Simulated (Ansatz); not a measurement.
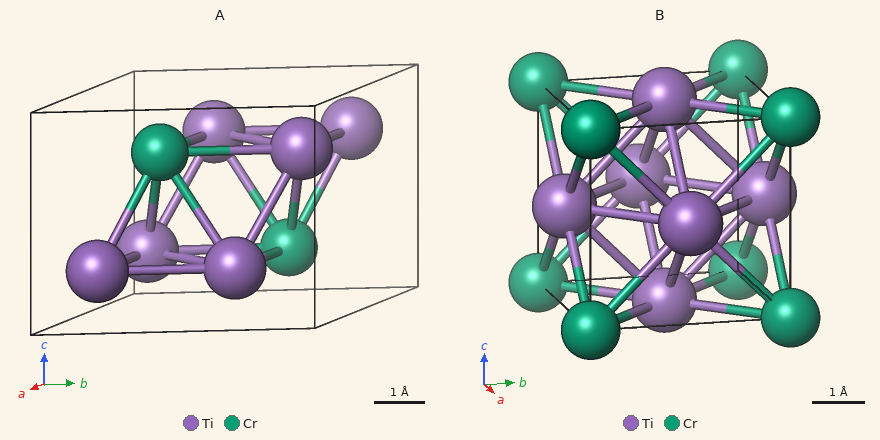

Two structures of Ti$_{3}$Cr, each relaxed to rest (conventional cells in solid outline, small ones repeated, not to one scale). Method: Ansatz 0.2.0, DFT PBE, scalar-relativistic, plane waves, PAW, with collinear spins.

### What structure does each panel show?

A: 8 atoms a cell on a primitive hexagonal lattice, P6_3/mmc. B: Cu₃Au (L1₂) type, Pm-3m.

### Which structure wins energetically, and by what margin?

A is lower, by 33 meV/atom at this level of theory (energies at zero smearing). Volumes: A 16.3, B 16.2 Å³/atom.

One or both may be structure types tried for this composition rather than known phases.
